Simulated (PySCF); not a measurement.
# Two runs on C4H8OSi

System: C4H8OSi, SMILES CC(=O)[SiH]1CC1.
Method of the first run: GIAO PBE0/pcSseg-1 NMR shielding, non-relativistic, gas phase (PySCF 2.14.0).

The geometry comes from this level: PBE0-D3(BJ)/def2-SVP. Text and figures count atoms from 1; the logs count them from 0 in places.

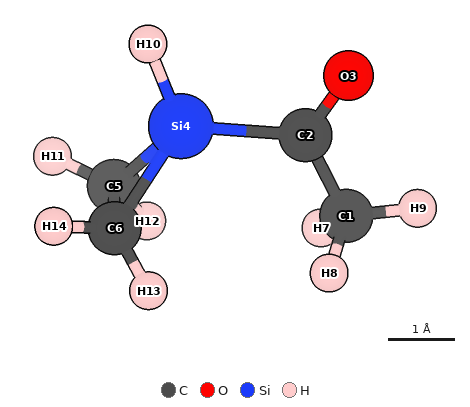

**Figure 1.** The structure as given in the input (ball-and-stick view, seen at a tilt; atoms are numbered from 1 in the order of the input).

**Input file, the first run**
```
{"job": {"kind": "nmr", "xc": "PBE0", "basis": "pcSseg-1", "pop": false}, "charge": 0, "multiplicity": 1}
C      1.959106    -0.008906    -0.323229
C      1.421926    -0.049136     1.084641
O      2.146019    -0.104672     2.053729
Si    -0.473644    -0.022366     1.362907
C     -1.573078     0.795275     0.089310
C     -1.593919    -0.730014     0.041471
H      1.550809     0.856664    -0.868870
H      1.642397    -0.912928    -0.868467
H      3.056441     0.042038    -0.300058
H     -0.889784    -0.058528     2.784365
H     -2.484764     1.292713     0.438617
H     -1.112030     1.318568    -0.755786
H     -1.138768    -1.210515    -0.831829
H     -2.519202    -1.225643     0.355610
```

The first line tells a small driver script what to run in PySCF; the rest is the geometry in Å.

Command:
```bash
OMP_NUM_THREADS=1 python <driver script> task.json out
```

Hardware: 1 CPU thread, shared host.

**Output (the first run)**
```
coarse grid: 12016 points
cycle   1  E = -521.2963949950  dE =  6.718e-01  |g| = 8.029e-01  |ddm| = 3.328e+00
cycle   2  E = -520.8915784191  dE =  4.048e-01  |g| = 1.635e+00  |ddm| = 2.147e+00
cycle   3  E = -521.4250110354  dE = -5.334e-01  |g| = 1.938e-01  |ddm| = 1.667e+00
cycle   4  E = -521.4328855849  dE = -7.875e-03  |g| = 7.868e-02  |ddm| = 2.223e-01
cycle   5  E = -521.4343192355  dE = -1.434e-03  |g| = 2.213e-02  |ddm| = 9.571e-02
cycle   6  E = -521.4344555033  dE = -1.363e-04  |g| = 5.027e-03  |ddm| = 2.727e-02
cycle   7  E = -521.4344613162  dE = -5.813e-06  |g| = 1.157e-03  |ddm| = 6.252e-03
final grid: 110944 points
cycle   8  E = -521.4794856488  dE = -7.442e-06  |g| = 1.301e-02  |ddm| = 2.507e-02
cycle   9  E = -521.4793812266  dE =  1.044e-04  |g| = 2.636e-02  |ddm| = 2.762e-02
cycle  10  E = -521.4795195269  dE = -1.383e-04  |g| = 2.069e-03  |ddm| = 2.037e-02
cycle  11  E = -521.4795204462  dE = -9.193e-07  |g| = 2.870e-04  |ddm| = 1.730e-03
cycle  12  E = -521.4795204657  dE = -1.955e-08  |g| = 1.500e-04  |ddm| = 5.261e-04
cycle  13  E = -521.4795204720  dE = -6.253e-09  |g| = 2.400e-05  |ddm| = 1.674e-04
cycle  14  E = -521.4795204721  dE = -1.476e-10  |g| = 4.167e-06  |ddm| = 3.318e-05
converged SCF energy = -521.4795204721

GIAO shielding tensors (ppm)
atom      isotropic    diamagn.    paramagn.     s11        s22        s33       span
  0 C      148.975     251.249    -102.274    118.045    136.856    192.025     73.980
  1 C      -55.402     253.639    -309.041   -159.757   -100.592     94.143    253.900
  2 O     -526.798     396.198    -922.996  -1405.452   -514.011    339.069   1744.521
  3 Si     488.526     882.548    -394.022    362.205    364.879    738.494    376.289
  4 C      185.758     256.149     -70.392    167.177    178.611    211.485     44.308
  5 C      186.066     256.186     -70.119    167.113    179.409    211.677     44.564
  6 H       29.004      30.907      -1.903     25.158     30.309     31.546      6.388
  7 H       29.108      30.539      -1.432     25.407     30.210     31.707      6.301
  8 H       29.320      28.490       0.829     26.368     26.959     34.631      8.263
  9 H       28.188      29.403      -1.215     22.939     25.893     35.731     12.792
 10 H       30.557      29.760       0.797     25.251     26.118     40.302     15.051
 11 H       30.331      32.230      -1.898     25.034     27.163     38.796     13.762
 12 H       30.346      32.337      -1.990     25.043     27.176     38.820     13.777
 13 H       30.542      29.799       0.743     25.241     26.093     40.292     15.051
```

The input of the second run differs as follows (lines with − go, lines with + come):
```diff
-"xc": "PBE0"
+"xc": "wB97X-D"
```

What does this change do to the results?

The total energies belong to different methods, so their difference says nothing on which is more stable or more accurate. The HOMO goes from −6.93 to −8.83 eV. The LUMO goes from −1.24 to 0.54 eV. The dipole moment goes from 2.71 to 2.67 D. Of all shieldings, the largest change is that of C5 and C6, by +1.8 ppm. The functional changes from PBE0 to wB97X-D. The number of SCF iterations is the same.

**Output (the second run)**
```
coarse grid: 12016 points
cycle   1  E = -521.5968540364  dE =  8.249e-01  |g| = 8.317e-01  |ddm| = 3.266e+00
cycle   2  E = -521.4113465860  dE =  1.855e-01  |g| = 1.348e+00  |ddm| = 1.631e+00
cycle   3  E = -521.7418701064  dE = -3.305e-01  |g| = 7.647e-02  |ddm| = 1.084e+00
cycle   4  E = -521.7431357790  dE = -1.266e-03  |g| = 4.840e-02  |ddm| = 9.458e-02
cycle   5  E = -521.7437243521  dE = -5.886e-04  |g| = 9.123e-03  |ddm| = 5.326e-02
cycle   6  E = -521.7437566345  dE = -3.228e-05  |g| = 3.630e-03  |ddm| = 1.730e-02
cycle   7  E = -521.7437623240  dE = -5.689e-06  |g| = 1.025e-03  |ddm| = 9.293e-03
final grid: 110944 points
cycle   8  E = -521.7919289557  dE = -2.100e-04  |g| = 4.081e-03  |ddm| = 3.622e-02
cycle   9  E = -521.7919325509  dE = -3.595e-06  |g| = 2.355e-03  |ddm| = 7.333e-03
cycle  10  E = -521.7919335242  dE = -9.733e-07  |g| = 1.083e-03  |ddm| = 2.034e-03
cycle  11  E = -521.7919337414  dE = -2.172e-07  |g| = 4.612e-04  |ddm| = 1.337e-03
cycle  12  E = -521.7919337847  dE = -4.334e-08  |g| = 1.139e-04  |ddm| = 3.814e-04
cycle  13  E = -521.7919337884  dE = -3.680e-09  |g| = 2.915e-05  |ddm| = 1.989e-04
cycle  14  E = -521.7919337888  dE = -4.256e-10  |g| = 1.258e-05  |ddm| = 7.669e-05
converged SCF energy = -521.7919337888

GIAO shielding tensors (ppm)
atom      isotropic    diamagn.    paramagn.     s11        s22        s33       span
  0 C      148.254     250.973    -102.720    117.094    136.118    191.548     74.454
  1 C      -56.850     254.108    -310.958   -162.735   -104.334     96.518    259.253
  2 O     -528.236     397.144    -925.379  -1414.909   -517.427    347.628   1762.537
  3 Si     488.336     882.521    -394.185    360.385    366.003    738.620    378.234
  4 C      187.596     256.461     -68.865    168.188    180.998    213.603     45.415
  5 C      187.911     256.501     -68.590    168.119    181.775    213.837     45.718
  6 H       29.136      31.082      -1.946     25.316     30.415     31.676      6.361
  7 H       29.242      30.699      -1.457     25.563     30.325     31.839      6.276
  8 H       29.382      28.461       0.921     26.290     27.124     34.732      8.442
  9 H       28.270      29.545      -1.275     23.008     26.017     35.785     12.777
 10 H       30.765      29.861       0.905     25.434     26.332     40.529     15.095
 11 H       30.515      32.477      -1.962     25.200     27.335     39.010     13.810
 12 H       30.533      32.585      -2.052     25.211     27.352     39.037     13.827
 13 H       30.751      29.900       0.851     25.423     26.308     40.522     15.098
```

**The two runs side by side**

| quantity | the first run | the second run |
| --- | --- | --- |
| outcome | converged | converged |
| total energy (hartree) | −521.479520 | −521.791934 |
| HOMO (eV) | −6.93 | −8.83 |
| LUMO (eV) | −1.24 | 0.54 |
| dipole moment (D) | 2.71 | 2.67 |
| shielding of C1 (ppm) | 149.0 | 148.3 |
| shielding of C2 (ppm) | −55.4 | −56.9 |
| shielding of O3 (ppm) | −526.8 | −528.2 |
| shielding of C5 (ppm) | 185.8 | 187.6 |
| shielding of C6 (ppm) | 186.1 | 187.9 |
| shielding of H11 (ppm) | 30.6 | 30.8 |
| shielding of H14 (ppm) | 30.5 | 30.8 |
| SCF iterations | 14 | 14 |
| basis functions | 149 | 149 |
| wall time (shared host) | 11 s | 14 s |
